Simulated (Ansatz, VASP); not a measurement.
## Cross-check of Co (Cobalt) between VASP and Ansatz

Wanted: the spread between two codes on one cell, functional and k mesh.

Program: Ansatz 0.2.0. Level of theory: plane waves, with VASP 6.6.1 beside it; relaxation of cell and atoms at LDA. Results are calculated unless marked as measured.

## 1. The structure

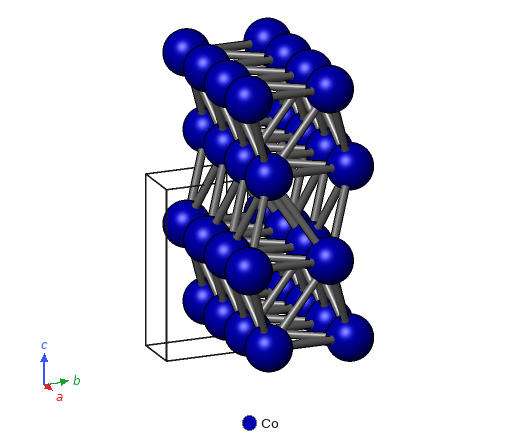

The starting structure, seen slightly off an axis (cobalt blue). 4×2×2 cells are drawn.

## 2. Ansatz: relaxation of cell and atoms, LDA

Ansatz runs on its default PAW (the set named soft_2) files.

The relaxed volume is the usual yardstick between codes: its relative difference is about their pressure difference at one cell divided by the bulk modulus.

Input file input.yaml:

```yaml
crystal:
  lattice:
    - [2.4261398501, 0.0, 0.0]
    - [-1.213069925, 2.1010987433, 0.0]
    - [0.0, 0.0, 3.9114149461]
  atoms:
    - { symbol: Co, position: [0.6666666667, 0.3333333333, 0.75], spin: 2.0 }
    - { symbol: Co, position: [0.3333333333, 0.6666666667, 0.25], spin: 2.0 }
hamiltonian:
  xc: lda
  pseudopotentials: { kind: paw }
magnetization:
  spin_polarized: true
kpoints:
  mp_grid: { grid: [22, 22, 12] }
scf:
  occupations: { method: methfessel_paxton, width: 0.15 }
relax:
  f_tol: 0.01
  max_steps: 60
  cell: { stress_tol: 0.05 }
output:
  forces: true
  stress: true
  write_density: true
  write_potential: true
  elf: true
  volumetric_format: npy
```

The run is started by

```console
$ ansatz run input.yaml --threads 4 --pin off --max-ram 9216MiB --backend cpu --events-out ev --progress --plain --runs-dir out
```

Numbers of over 12 decimals in the logs are rounded to 6 here.

Output:

```text
Engine: ansatz 0.2.0, aarch64-unknown-linux-gnu
Pseudopotentials: kind: paw
Pseudopotential: Co, paw, valence charge 17, recommended cutoff 420 eV (normal), Co.paw.azcp
Functional definition: SPW92
  exchange = slater_x
  correlation = pw_c
Crystal: 2 atoms, lattice volume = 19.939 Å³
Basis set: ecut = 420 eV, 391 PW (Γ)
Bands: 23, of which v1, the nominal top of the filled ones, is band 17 counted from 1 (16 counted from 0)
Symmetry: 24 space group operations
Space group: P63/mmc (ITA 194), of the structure as read, at distance tolerance 2.7e-5 Å
Magnetic group: BNS 194.263 (UNI 1493), of the structure as read, at distance tolerance 2.7e-5 Å
k-points: 364 of 5808
Non-local potential: Co, projectors of the file, l = 0: 3, l = 1: 2, l = 2: 3, l = 3: 1
PAW form: soft (Blöchl's): semilocal exchange-correlation on the pseudo side does not see the compensation charge
PAW frozen core: Co, regenerated for the run's functional, and the local potential with it (the file was generated under x = pbe(κ = 0.804, μ = 0.219515), c = pbe(β = 0.066725))
PAW one-centre angular grid: Co, 590 points (default); XC on 64 Gauss nodes
Initial density: superposition of atomic densities (chi_scale 0.1, normalization cell)
Starting moments: Σ|m| = 4 μB on 2 of 2 sites
Initial wavefunctions: pseudopotential atomic-orbital guess
Functional: x = slater, c = lda
SCF iter   1: F=—  HF=-10124.885916 eV  |F-HF|=—  |Δ(HF+E_count)|=         —  Δρ=9.94e-2 (↑8.08e-2 ↓9.94e-2)  dr2=3.52e0  dr2_m=5.37e-2  M=3.436 μB ∫|m|=3.553 μB  β_m=0.30  ethr=3.10e-3  ⟨swp⟩=4.5  Hψ=60529  notcnv=0
Mixer restart at iter 1: flushing history
preconditioner: auto → none  [metal: Δε(μ)=0.006 eV  Ē_g=9.877 eV  σ=0.150 eV  W_gap=0.02  n_scr=2 (ndim 8)  ℏωp=35.3 eV  f_vac=0.000  D(μ)=1.46/eV (n_scr^D=22)  sad-step TF]
SCF iter   2: F=—  HF=-10123.772358 eV  |F-HF|=—  |Δ(HF+E_count)|=    1.11e0  Δρ=3.18e-2 (↑1.73e-2 ↓3.18e-2)  dr2=2.59e-1  dr2_m=3.74e-2  M=3.402 μB ∫|m|=3.551 μB  β_m=0.35  ethr=3.10e-3  ⟨swp⟩=2.8  Hψ=35331  notcnv=0  defer=958
SCF iter   3: F=—  HF=-10124.506946 eV  |F-HF|=—  |Δ(HF+E_count)|=         —  Δρ=2.38e-2 (↑1.34e-2 ↓2.38e-2)  dr2=2.20e-2  dr2_m=5.20e-2  M=3.169 μB ∫|m|=3.323 μB  β_m=0.35  ethr=7.60e-4  ⟨swp⟩=2.1  Hψ=22363  notcnv=0  defer=958
Mixer restart at iter 3: flushing history
SCF iter   4: F=—  HF=-10124.984172 eV  |F-HF|=—  |Δ(HF+E_count)|=   4.77e-1  Δρ=1.83e-2 (↑1.06e-2 ↓1.83e-2)  dr2=9.99e-3  dr2_m=3.54e-2  M=3.125 μB ∫|m|=3.289 μB  β_m=0.67  ethr=6.48e-5  ⟨swp⟩=2.2  Hψ=30165  notcnv=0  defer=958
SCF iter   5: F=—  HF=-10125.524078 eV  |F-HF|=—  |Δ(HF+E_count)|=   5.40e-1  Δρ=1.28e-2 (↑6.57e-3 ↓1.28e-2)  dr2=4.39e-2  dr2_m=2.47e-3  M=3.044 μB ∫|m|=3.231 μB  β_m=0.84  ethr=2.94e-5  ⟨swp⟩=2.0  Hψ=34061  notcnv=0  defer=885
SCF iter   6: F=—  HF=-10125.568910 eV  |F-HF|=—  |Δ(HF+E_count)|=   4.48e-2  Δρ=1.82e-2 (↑1.82e-2 ↓1.29e-2)  dr2=9.69e-2  dr2_m=1.28e-3  M=2.998 μB ∫|m|=3.189 μB  β_m=0.62  ethr=2.94e-5  ⟨swp⟩=2.3  Hψ=34822  notcnv=0  defer=683
SCF iter   7: F=—  HF=-10125.547948 eV  |F-HF|=—  |Δ(HF+E_count)|=   2.10e-2  Δρ=7.32e-3 (↑7.32e-3 ↓5.42e-3)  dr2=1.67e-2  dr2_m=1.66e-4  M=3.009 μB ∫|m|=3.199 μB  β_m=0.81  ethr=2.94e-5  ⟨swp⟩=2.1  Hψ=35825  notcnv=0  defer=813
SCF iter   8: F=—  HF=-10125.544355 eV  |F-HF|=—  |Δ(HF+E_count)|=   3.59e-3  Δρ=1.61e-3 (↑1.61e-3 ↓1.12e-3)  dr2=7.58e-4  dr2_m=1.08e-5  M=3.015 μB ∫|m|=3.204 μB  β_m=0.90  ethr=2.94e-5  ⟨swp⟩=2.0  Hψ=23157  notcnv=0  defer=879
SCF iter   9: F=—  HF=-10125.544208 eV  |F-HF|=—  |Δ(HF+E_count)|=   1.47e-4  Δρ=1.44e-4 (↑1.44e-4 ↓7.89e-5)  dr2=6.42e-6  dr2_m=2.08e-7  M=3.016 μB ∫|m|=3.205 μB  β_m=0.76  ethr=2.23e-6  ⟨swp⟩=2.5  Hψ=28642  notcnv=0  defer=876
SCF iter  10: F=—  HF=-10125.534768 eV  |F-HF|=—  |Δ(HF+E_count)|=         —  Δρ=7.64e-4 (↑7.64e-4 ↓7.60e-4)  dr2=7.01e-7  dr2_m=1.06e-4  M=3.024 μB ∫|m|=3.214 μB  β_m=0.76  ethr=1.89e-8  ⟨swp⟩=2.2  Hψ=24495  notcnv=0  defer=875
Mixer restart at iter 10: flushing history
iteration 10: the input's own smearing fills from here on; a Gaussian of 0.15 eV has filled iterations ahead of it
SCF iter  11: F=—  HF=-10125.534780 eV  |F-HF|=—  |Δ(HF+E_count)|=   1.19e-5  S|Δr|=    0.00e0  Δρ=3.57e-4 (↑3.37e-4 ↓3.57e-4)  dr2=1.03e-7  dr2_m=2.19e-5  M=3.026 μB ∫|m|=3.216 μB  β_m=0.88  ethr=2.06e-9  ⟨swp⟩=2.2  Hψ=26571  notcnv=0  defer=875
SCF iter  12: F=—  HF=-10125.534783 eV  |F-HF|=—  |Δ(HF+E_count)|=   3.52e-6  S|Δr|=    0.00e0  Δρ=7.53e-5 (↑7.53e-5 ↓5.10e-5)  dr2=1.16e-6  dr2_m=1.51e-7  M=3.027 μB ∫|m|=3.218 μB  β_m=0.73  ethr=2.94e-10  ⟨swp⟩=8.2  Hψ=101949  notcnv=0
SCF iter  13: F=—  HF=-10125.534783 eV  |F-HF|=—  |Δ(HF+E_count)|=   1.68e-7  S|Δr|=    0.00e0  Δρ=4.63e-5 (↑3.49e-5 ↓4.63e-5)  dr2=6.65e-7  dr2_m=9.64e-9  M=3.027 μB ∫|m|=3.218 μB  β_m=0.53  ethr=3.04e-10  ⟨swp⟩=2.4  Hψ=29761  notcnv=0  defer=874
SCF iter  14: F=-10125.534783 eV  HF=-10125.534783 eV  |F-HF|=1.46e-8  |Δ(HF+E_count)|=   1.50e-7  S|Δr|=    0.00e0  Δρ=1.09e-5 (↑4.80e-6 ↓1.09e-5)  dr2=1.85e-8  dr2_m=4.54e-9  M=3.027 μB ∫|m|=3.218 μB  ethr=2.94e-10  ⟨swp⟩=5.5  Hψ=96368  notcnv=0
SCF 1 converged in 14 iterations: F = -10125.534783 eV  dr2 = 1.85e-8
  greatest PAW one-centre occupation: 1.002 electrons in one spin orbital (limit 2), on the Co atom at site 1 (counted from 0), in its partial waves of l = 1
relax step   1: F+E_penalty+E_count = -10125.53478286 eV  Δ(F+E_penalty+E_count) = +0.000e0 eV  max|allowed force component| = 2.776e-17 eV/Å  Δτ_max = 0.0000 Å  P = +1.130 GPa  Ω = 19.939 Å³  (14 SCF iters, dr2 threshold 1.00e-7 eV, accepted)
[...]
relax step   2: F+E_penalty+E_count = -10125.53492255 eV  Δ(F+E_penalty+E_count) = -1.397e-4 eV  max|allowed force component| = 4.163e-17 eV/Å  Δτ_max = 0.0000 Å  P = +0.554 GPa  Ω = 19.979 Å³  energy of the carried Pulay correction = -7.934e-5 eV  (5 SCF iters, dr2 threshold 2.00e-7 eV, accepted)
[...]
relax step   3: F+E_penalty+E_count = -10125.53491789 eV  Δ(F+E_penalty+E_count) = +4.657e-6 eV  max|allowed force component| = 2.313e-17 eV/Å  Δτ_max = 0.0000 Å  P = +0.002 GPa  Ω = 20.019 Å³  energy of the carried Pulay correction = -1.560e-4 eV  (5 SCF iters, dr2 threshold 2.00e-7 eV, accepted)
[...]
relax step   4: F+E_penalty+E_count = -10125.53506682 eV  Δ(F+E_penalty+E_count) = -1.489e-4 eV  max|allowed force component| = 1.619e-17 eV/Å  Δτ_max = 0.0000 Å  P = +0.022 GPa  Ω = 20.019 Å³  stress off target by 4.18e-2 GPa  SCF on the basis re-selected at this cell (its energy is not comparable with the rows above)  (6 SCF iters)
basis re-selected at this cell: Δ(F+E_penalty+E_count) = -1.489e-4 eV, ΔP = +0.021 GPa vs the last step (what re-selecting the basis moved, of the pressure what is left beyond the Pulay correction that the steps carried, after the strain that the cell walked since its last selection, with what the two solves' SCF thresholds leave and, on support functions, any second-order correction that the steps lacked; it is no m [...]
SCF converged after 6 iterations
Stability not checked: this state was not tested for a lower state beside it, because cold or Methfessel-Paxton smearing, or corrected tetrahedra, fill the levels in a way that the test cannot read (fill_not_monotonic; see scf.lower_state_search)
Magnetization: 3.0326 μB (18.5163 up, 15.4837 down)
Absolute magnetization: 3.2261 μB (∫|ρ↑−ρ↓|, with the PAW one-centre terms)
Spin contamination: 0.0307 ħ² per cell (⟨S²⟩ above its minimum at these occupations)
Per-site moments (μB) at R_I (Å): [(1.561188, 0.993858), (1.561188, 0.993858)]
Free energy (F): -10125.535067 eV
Harris-Foulkes:  -10125.535067 eV  (|F-HF|=1.82e-12)
Internal energy: -10125.536295 eV  (E = F + TS)
E sigma→0 (E₀):  -10125.535374 eV
Entropy (-TS):   0.001228 eV (0.614 meV/atom)
Fermi energy:    20.088130 eV
--- Per-component energies (eV) ---
  E_band       = -434.185568
  E_kinetic    = 912.861230
  E_local      = -5442.151858  (includes V_loc(G=0)·N_el)
  E_nonlocal   = 918.533602
  E_hartree    = 2283.552902
  E_xc         = -317.061437
  E_vxc        = -411.639806  (∫ρ·V_xc dr)
  E_paw        = -2905.213343  (= ΣΔE_a)
  E_vpaw       = -978.894481  (= ΣTr[D̂ρ^β])
  E_aug_tail   = 0.000067  (compensation charges beyond the density's cutoff)
  E_ewald      = -5576.893960
  E_core_change = 0.836501  (= ΣΔE_core)
  E_smearing   = 0.001228  (= −TS)
  E_closure    = 0.000000  (closes the sum)
  Σ components = -10125.535067   (vs F -10125.535067, Δ=0.00e0)
--- Forces (eV/Å), atoms counted from 1 ---
  atom   1  Co    -0.00000000    -0.00000000     0.00000000
  atom   2  Co    -0.00000000     0.00000000     0.00000000
  max |Σ_I F_I| component: 3.24e-17 eV/Å
--- Stress (GPa, compression-positive) ---
        0.012788      -0.000000       0.000000
       -0.000000       0.012788       0.000000
        0.000000       0.000000       0.041775
  P = ⅓ Tr σ = 0.0225 GPa (0.225 kbar)
--- Band table (eV; the first three rows and the last of 728) ---
  k-point 0 ↑: bands = [... 13 lower, 17.8511, 17.8511, 18.2537, 18.2537, 19.5438, 19.5438, 19.9197, 27.2341, ... 2 higher]
  k-point 1 ↑: bands = [... 13 lower, 17.8279, 17.8279, 18.3075, 18.3075, 19.5404, 19.5404, 19.6313, 27.6619, ... 2 higher]
  k-point 2 ↑: bands = [... 13 lower, 17.7639, 17.7639, 18.4451, 18.4451, 18.9481, 19.5260, 19.5260, 28.7762, ... 2 higher]
  k-point 363 ↓: bands = [... 13 lower, 18.1616, 19.8160, 19.8160, 21.2580, 21.2580, 26.7352, 26.7352, 28.9935, ... 2 higher]
--- Relaxed structure (3 steps of the walk, 3 accepted, 1 SCFs on fresh bases) ---
  F+E_penalty+E_count = -10125.53506682 eV   max|allowed force component| = 1.619e-17 eV/Å   (the final SCF, on the basis selected at the relaxed cell)
  cell:  # Å, volume = 20.0187 Å³
    - [2.428812, -2.8899297374458876e-11, 0.0]
    - [-1.214406, 2.103413, 0.0]
    - [0.0, 0.0, 3.918475]
  atoms:
    - { symbol: Co, position: [0.666667, 0.333333, 0.75] }
    - { symbol: Co, position: [0.333333, 0.666667, 0.250000] }
```

Run time: 19 s. Hardware: 4 threads of Arm Neoverse V2, shared host; peak memory 0.55 GiB; 72 s of CPU time.

## 3. VASP: relaxation of cell and atoms, LDA

The same cell, functional (in two slightly different forms), mesh and smearing now go to VASP, with its own data sets and cutoff.

Lines of VASP's logs that name or quote its potential files are left out, and so is its time.

Input file INCAR:

```
SYSTEM = Co
PREC = Accurate
ENCUT = 520
EDIFF = 1E-07
NELM = 100
ISMEAR = 1
SIGMA = 0.15
LREAL = .FALSE.
ALGO = Normal
GGA = CA
NBANDS = 19
ISPIN = 2
MAGMOM = 2 2
LASPH = .TRUE.
LMAXMIX = 4
LORBIT = 11
LWAVE = .FALSE.
LCHARG = .FALSE.
KPAR = 4
IBRION = 2
NSW = 50
ISIF = 3
EDIFFG = -0.005
```

Input file POSCAR:

```
Co
1.0
    2.4261398501      0.0000000000      0.0000000000
   -1.2130699250      2.1010987433      0.0000000000
    0.0000000000      0.0000000000      3.9114149461
Co
2
Direct
    0.6666666667      0.3333333333      0.7500000000
    0.3333333333      0.6666666667      0.2500000000
```

Input file KPOINTS:

```
Automatic mesh
0
Gamma
22 22 12
0 0 0
```

PAW data sets: Co (LDA family, release 64).

The run is started by

```console
$ mpirun -np 4 vasp_std
```

Output:

```text
[banner, memory and clock lines left out]
running    4 mpi-ranks, on    1 nodes
 distrk:  each k-point on    1 cores,    4 groups
 distr:  one band on    1 cores,    1 groups

 POSCAR found type information on POSCAR Co
 POSCAR found :  1 types and       2 ions
 LDA part: xc-table for (Slater(with rela. corr.)+CA(PZ))
 , standard interpolation
 POSCAR, INCAR and KPOINTS ok, starting setup
 FFT: planning ... GRIDC
 FFT: planning ... GRID_SOFT
 FFT: planning ... GRID
 WAVECAR not read
 entering main loop
       N       E                     dE             d eps       ncg     rms          rms(c)
DAV:   1     0.820531646034E+02    0.82053E+02   -0.83551E+03 29344   0.135E+03
DAV:   2    -0.143420488480E+02   -0.96395E+02   -0.86968E+02 27922   0.225E+02
DAV:   3    -0.184654932209E+02   -0.41234E+01   -0.39715E+01 30637   0.580E+01
DAV:   4    -0.185286790058E+02   -0.63186E-01   -0.63139E-01 34223   0.623E+00
DAV:   5    -0.185304169065E+02   -0.17379E-02   -0.17378E-02 32059   0.964E-01    0.168E+01
DAV:   6    -0.166497471058E+02    0.18807E+01   -0.76286E+00 30490   0.596E+01    0.702E+00
DAV:   7    -0.162986359333E+02    0.35111E+00   -0.11566E+00 32493   0.211E+01    0.409E+00
DAV:   8    -0.162685535579E+02    0.30082E-01   -0.12046E-02 42320   0.109E+00    0.193E+00
DAV:   9    -0.162520728158E+02    0.16481E-01   -0.19430E-03 46739   0.873E-01    0.468E-01
DAV:  10    -0.162512364105E+02    0.83641E-03   -0.39345E-04 36323   0.239E-01    0.840E-02
DAV:  11    -0.162511843366E+02    0.52074E-04   -0.17040E-05 42023   0.417E-02    0.374E-02
DAV:  12    -0.162511722544E+02    0.12082E-04   -0.43292E-06 38847   0.219E-02    0.173E-02
DAV:  13    -0.162511721206E+02    0.13381E-06   -0.74326E-07 38910   0.104E-02    0.608E-03
DAV:  14    -0.162511719650E+02    0.15559E-06   -0.11849E-07 23357   0.498E-03    0.114E-03
DAV:  15    -0.162511719571E+02    0.78767E-08   -0.17380E-08 15386   0.142E-03
   1 F= -.16251172E+02 E0= -.16252259E+02  d E =-.162512E+02  mag=     2.9910
 curvature:   0.00 expect dE= 0.000E+00 dE for cont linesearch  0.000E+00
 trial: gam= 0.00000 g(F)=  0.403E-53 g(S)=  0.305E-05 ort = 0.000E+00 (trialstep = 0.100E+01)
 search vector abs. value=  0.305E-05
 reached required accuracy - stopping structural energy minimisation
```

(Continued in part 2 of 2.)

[Lines on the potential files, build, host, timing and source positions are cut from VASP's logs without a mark.]

[Logs are printed without paths, hosts, clocks, repeated set-up lines and the standing remarks that a program may print on its own settings, such as how far it seeks lower states.]

[Hosts, paths, dates, database ids (printed as entryN), source tags and the programs' standing remarks are cut or masked in the printed files.]
